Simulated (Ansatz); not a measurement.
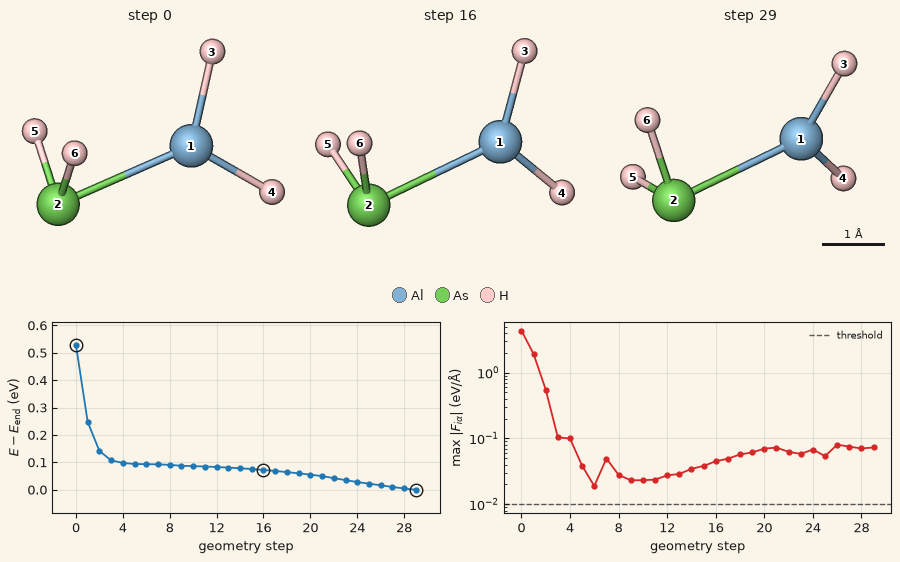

Frames of a relaxation of AlAsH$_{4}$, marked on the history of the run. A ball-and-stick model, seen at a tilt.

Method: Ansatz, RKS PBE0-D4/def2-TZVP.

The input:
```yaml
crystal:
  periodic: [false, false, false]
  atoms:
    - {symbol: Al, position_ang: [-0.261895, -0.801773, -0.121859]}
    - {symbol: As, position_ang: [-0.321145, 1.590396, -0.335817]}
    - {symbol: H, position_ang: [0.887235, -1.550830, 0.673560]}
    - {symbol: H, position_ang: [-1.325028, -1.886780, -0.697737]}
    - {symbol: H, position_ang: [1.001440, 1.360425, -0.561272]}
    - {symbol: H, position_ang: [0.026419, 1.435316, 1.160040]}
basis:
  gaussian: {orbitals: def2-TZVP}
hamiltonian: {xc: pbe0, dispersion: d4}
relax: {f_tol: 0.01, max_steps: 30, max_displacement: 0.05}
```

Launched with:
```bash
ansatz run in.yaml --threads 2 --pin off --events-out ev --progress --plain --max-ram 3481MiB
```

### What happens along the run?

The relaxation stopped without meeting its thresholds, so the last structure isn't shown to be converged. It used up its limit of 30 steps. Over 29 geometry steps the energy falls by 0.529 eV. The largest force component goes from 4.4 to 0.073 eV/Å. The largest move after the best rigid fit is that of H5, 0.81 Å. Largest moves by element: H 0.81 Å, As 0.49 Å, Al 0.22 Å. Some distances before and after: As2–H5 1.361 → 1.529 Å, Al1–H4 1.625 → 1.589 Å, Al1–As2 2.402 → 2.431 Å, As2–H6 1.544 → 1.524 Å. Among the angles between lasting bonds that change: Al1–As2–H6 78.9° → 92.1°, H3–Al1–H4 109.7° → 120.3°, As2–Al1–H4 128.1° → 118.0°. Groups turn about Al1–As2 by about 75°. Cost: 3.2 min on 2 threads of Intel Xeon @ 2.50GHz, on a shared host. From step 0 to 16: H5 moves most (0.33 Å), energy −0.456 eV. From step 16 to 29: H5 moves most (0.54 Å), energy −0.072 eV.

```tsv
step	E − E(0), eV	largest force component, eV/Å
0	0.0000	4.3584
1	-0.2807	1.9234
2	-0.3867	0.5541
3	-0.4212	0.1038
4	-0.4304	0.0999
5	-0.4344	0.0385
6	-0.4350	0.0189
7	-0.4356	0.0496
8	-0.4377	0.0280
9	-0.4408	0.0232
10	-0.4421	0.0232
11	-0.4436	0.0237
12	-0.4454	0.0275
13	-0.4475	0.0289
14	-0.4499	0.0346
15	-0.4528	0.0382
16	-0.4561	0.0451
17	-0.4598	0.0492
18	-0.4639	0.0573
19	-0.4685	0.0612
20	-0.4734	0.0701
21	-0.4785	0.0726
22	-0.4859	0.0626
23	-0.4932	0.0583
24	-0.5002	0.0680
25	-0.5062	0.0539
26	-0.5120	0.0805
27	-0.5182	0.0750
28	-0.5237	0.0705
29	-0.5286	0.0730
```
